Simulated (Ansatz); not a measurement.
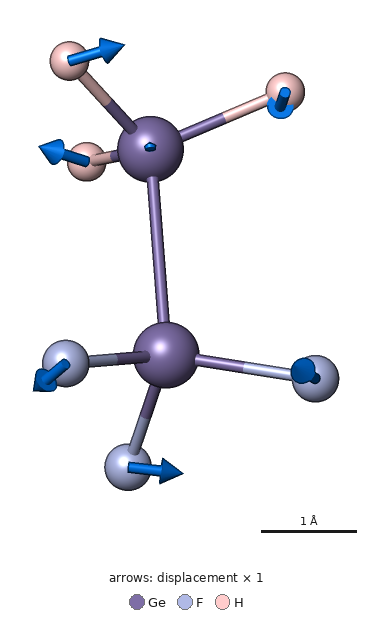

This is a relaxation of Ge₂H₃F₃. The starting structure is drawn; blue arrows show the displacements, at their true length. The two geometries are superimposed by the best rigid fit.

Style: ball-and-stick. Shown from a free direction.

The run prepares the start of a later molecular dynamics calculation, from a guessed geometry.

Method: RKS PBE/def2-SVP (Ansatz 0.2.0).

The input:
```yaml
crystal:
  periodic: [false, false, false]
  atoms:
    - { symbol: Ge, position_ang: [0.0, 0.0, 0.0] }
    - { symbol: F, position_ang: [0.0, 0.0, 1.68] }
    - { symbol: F, position_ang: [1.5842, 0.0, -0.5594] }
    - { symbol: F, position_ang: [-0.7913, 1.3709, -0.5594] }
    - { symbol: Ge, position_ang: [-1.1304, -1.9584, -0.7992] }
    - { symbol: H, position_ang: [-1.8281, -2.673, 0.3861] }
    - { symbol: H, position_ang: [-2.1918, -1.5497, -1.8522] }
    - { symbol: H, position_ang: [-0.1029, -2.92, -1.4487] }
basis:
  gaussian: { orbitals: def2-SVP }
hamiltonian:
  xc: pbe
relax:
  f_tol: 0.02
  max_steps: 40
```

Launched with:
```bash
ansatz run input.yaml --threads 4 --pin off --max-ram 5120MiB --backend cpu --events-out ev --progress --plain --runs-dir out
```

### Describe the change and its energy.

The energy falls by 30.5 kJ/mol in 14 accepted moves (17 points after the start). The largest force component goes from 2.4 to 0.016 eV/Å. The line search rejected the trial steps at points 6, 11, 15 of the run. The forces were under the threshold at step 4, but the run went on from there. The largest moves after the best rigid fit, 0.65 Å, are those of H6, H7 and H8. Largest moves by element: H 0.65 Å, F 0.60 Å, Ge 0.09 Å. Near-neighbour distances that change, for instance: Ge1–F2 1.680 → 1.746 Å, Ge1–Ge5 2.398 → 2.433 Å, Ge5–H6 1.550 → 1.545 Å. Among the angles between lasting bonds that change: F2–Ge1–F3 109.4° → 105.1°, F2–Ge1–Ge5 109.5° → 113.5°, Ge1–Ge5–H8 109.5° → 107.4°. Groups turn about Ge1–Ge5 by about 45°. Cost: 23 s on 4 threads of Arm Neoverse V2, on a shared host, peak memory 0.19 GiB.
